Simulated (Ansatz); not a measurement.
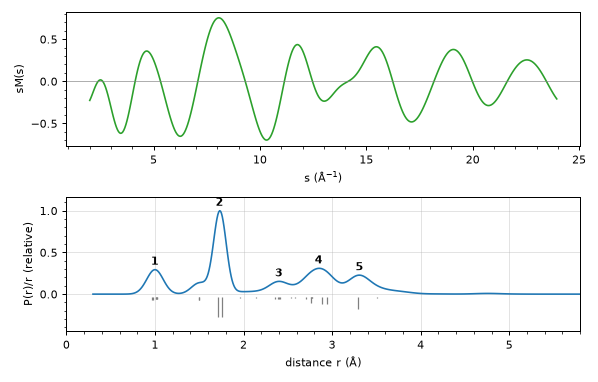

Simulated gas electron diffraction: reduced molecular intensity sM(s) from the Debye equation in the first Born approximation (top) and the radial distribution curve (bottom) of H₈N₂OSi. Each pair of atoms contributes with weight ZᵢZⱼ/r (bars below the curve); damping constant 0.001 Å²; vibrational amplitudes assumed, not computed: 0.05 Å for bonds, 0.078 Å for bonds to H, 0.06 + 0.015 r up to 0.15 Å for other pairs. The geometry is the end point of an optimisation (RKS PBE0-D4/def2-SVP (Ansatz)); it may be a saddle point or a higher isomer.

Q: Which pairs of atoms lie under the numbered peaks? Mark bonded pairs by – and others by ···.

A: Peak 1, 1.00 Å: O–H 0.96–0.98 Å (×2), N–H 1.01–1.02 Å (×4), not resolved
Peak 2, 1.73 Å: Si–N 1.71–1.76 Å (×2); in its flanks Si–H 1.50 Å
Peak 3, 2.40 Å: Si···H 2.35–2.41 Å (×4), N···H 2.54 Å, not resolved; in its flanks O···H 2.14 Å
Peak 4, 2.85 Å: N···H 2.76–3.04 Å (×5), N···N 2.76 Å, O···N 2.89–2.94 Å (×2), not resolved
Peak 5, 3.31 Å: N···H 3.24–3.40 Å (×2), Si···O 3.30 Å, O···H 3.33–3.55 Å (×3), Si···H 3.51 Å, not resolved
